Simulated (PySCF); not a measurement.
Ge₂ (triplet)

```yaml
atoms:
  - { symbol: Ge, position_ang: [0.0000, 0.0000, -1.1930] }
  - { symbol: Ge, position_ang: [0.0000, 0.0000, 1.1930] }
```

Method: PBE0/cc-pVTZ(-PP), non-relativistic Hamiltonian with scalar-relativistic core potentials where named, at a bond length of 2.386 Å (PySCF).

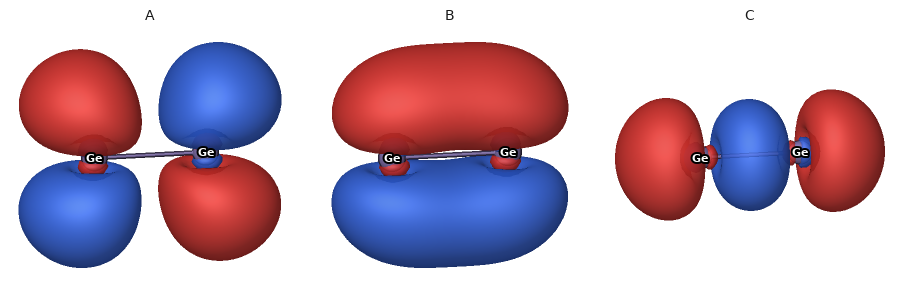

Figure 1. Three frontier α-spin orbitals, each drawn at the value that holds 80 % of its norm (red and blue are the two phases), in no order; of a degenerate pair one member is drawn.

Question: Label each orbital by symmetry, say whether it is occupied, and order them by energy.

Answer: Orbital B: πu, occupied in this spin, −6.21 eV; with no node between the nuclei, bonding.
Orbital C: σg, occupied in this spin, −5.84 eV; with no node between the nuclei.
Orbital A: πg, empty in this spin, −2.22 eV; antibonding, with a node between the atoms.

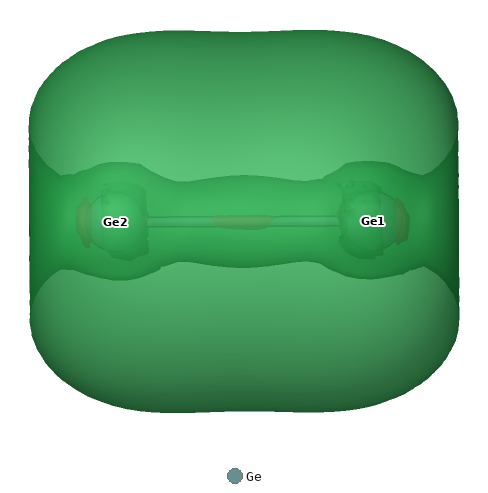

Figure 2. Isosurfaces of the spin density at +0.02 (green) and −0.02 e/Å³ (red), seen from one side.

Question: Where is the unpaired spin?

Answer: The unpaired spin (2 electrons) lies mostly on Ge1 (about 1.0) and Ge2 (about 1.0), in electrons by Hirshfeld's partition.

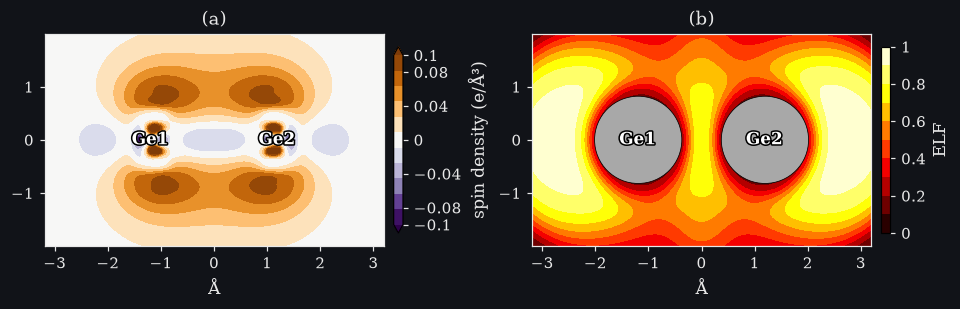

Figure 3. (a) spin density (α minus β); (b) electron localisation function on a plane that holds the molecular axis. Grey discs cover the atomic cores in the ELF map.

Question: Describe what can be read from this map.

Answer: Atoms in the plane: Ge. Ge–Ge (2.39 Å): the ELF peaks at about 0.80 between the atoms, as expected for localised, covalent bonding. The ELF also peaks beside Ge1 and Ge2, away from the bonds: non-bonding electrons, paired or unpaired.
